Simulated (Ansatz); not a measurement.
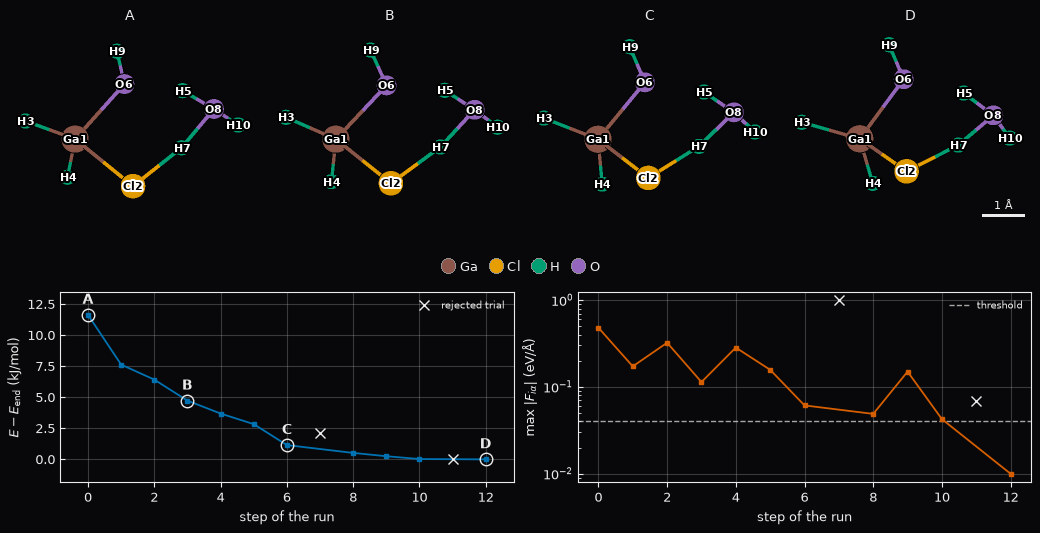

Frames of a constrained relaxation of GaH₆O₂Cl, marked on the history of the run. Style: ball-and-stick. Shown at a tilt.

The reaction that was planned forms Ga1–O6, H5–O8, Cl2–H7 and breaks Ga1–Cl2, H5–O6, H7–O8 (atoms numbered from 1 in input order).

Computed with Ansatz, RKS PBE0-D4/def2-SVP.

The input:
```yaml
crystal:
  periodic: [false, false, false]
  atoms:
    - {symbol: Ga, position_ang: [-1.221300, -0.274800, -0.916400]}
    - {symbol: Cl, position_ang: [0.947100, -0.131800, -1.669700]}
    - {symbol: H, position_ang: [-1.744800, -1.664500, -1.336300]}
    - {symbol: H, position_ang: [-1.903800, 1.016600, -1.423600]}
    - {symbol: H, position_ang: [0.774600, 0.046900, 1.150500]}
    - {symbol: O, position_ang: [-0.760000, -0.157000, 0.852500]}
    - {symbol: H, position_ang: [1.590300, 0.035500, -0.309100]}
    - {symbol: O, position_ang: [1.761400, 0.228400, 0.966600]}
    - {symbol: H, position_ang: [-1.352800, -0.272400, 1.590900]}
    - {symbol: H, position_ang: [1.909400, 1.173200, 1.094600]}
basis:
  gaussian: {orbitals: def2-SVP}
hamiltonian: {xc: pbe0, dispersion: d4}
relax: {f_tol: 0.04, max_steps: 150, escape_saddle: false, constraints: [{distance: [0, 5]}, {distance: [4, 7]}, {distance: [1, 6]}, {distance: [0, 1]}, {distance: [4, 5]}, {distance: [6, 7]}]}
```

Run as
```bash
ansatz run in.yaml --threads 8 --pin off --events-out ev --progress --plain --max-ram 19148MiB
```

Q: Describe the path.

A: The largest move after the best rigid fit is that of H9, 0.80 Å. By element the largest moves are H 0.80 Å, Cl 0.55 Å, O 0.31 Å, Ga 0.12 Å. Some distances before and after: Ga1–H3 1.543 → 1.569 Å, Ga1–H4 1.546 → 1.570 Å, O6–H9 0.954 → 0.962 Å. Among the angles between lasting bonds that change: Ga1–O6–H9 125.7° → 114.9°, Ga1–Cl2–H7 96.5° → 89.0°, H3–Ga1–H4 120.9° → 127.1°. Groups turn about Ga1–O6 by about 70°, Ga1–Cl2 by about 25°. After 10 accepted moves (12 points after the start) the energy has fallen by 11.6 kJ/mol. The largest force component goes from 0.48 to 0.01 eV/Å. The line search rejected the trial steps at points 7, 11 of the run. From step 0 to 3: H9 moves most (0.30 Å), energy −6.91 kJ/mol. From step 3 to 6: H9 moves most (0.34 Å), energy −3.58 kJ/mol. From step 6 to 12: H4 moves most (0.26 Å), energy −1.15 kJ/mol.

| step | E − E(0), kJ/mol | largest force component, eV/Å | note |
| --- | --- | --- | --- |
| 0 | 0.00 | 0.4807 |  |
| 1 | -4.01 | 0.1723 |  |
| 2 | -5.22 | 0.3228 |  |
| 3 | -6.91 | 0.1137 |  |
| 4 | -7.95 | 0.2837 |  |
| 5 | -8.80 | 0.1573 |  |
| 6 | -10.49 | 0.0611 |  |
| 7 | -9.54 | 0.9919 | rejected |
| 8 | -11.12 | 0.0488 |  |
| 9 | -11.38 | 0.1500 |  |
| 10 | -11.61 | 0.0424 |  |
| 11 | -11.57 | 0.0683 | rejected |
| 12 | -11.64 | 0.0100 |  |
